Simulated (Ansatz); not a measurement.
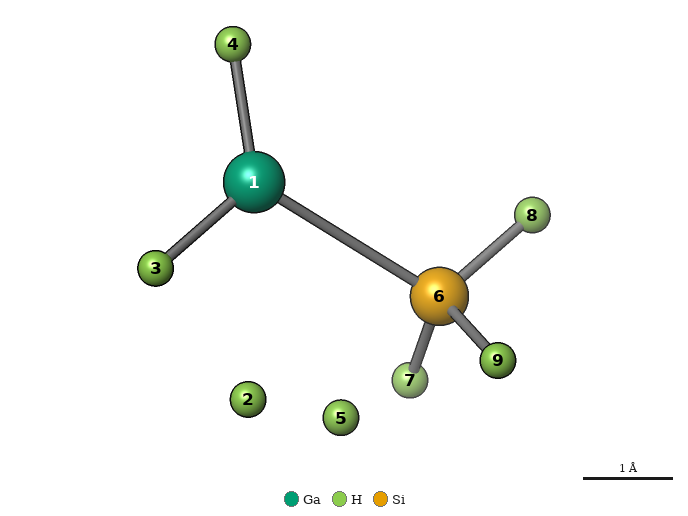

Simulated data, not a measurement (program: Ansatz).

Orthographic view. Atoms fade into the background with distance from the viewer. Geometry: start.

List the bonded neighbours of every atom.

Ga1: H3, H4, Si6
H2: none
H3: Ga1
H4: Ga1
H5: none
Si6: Ga1, H7, H8, H9
H7: Si6
H8: Si6
H9: Si6
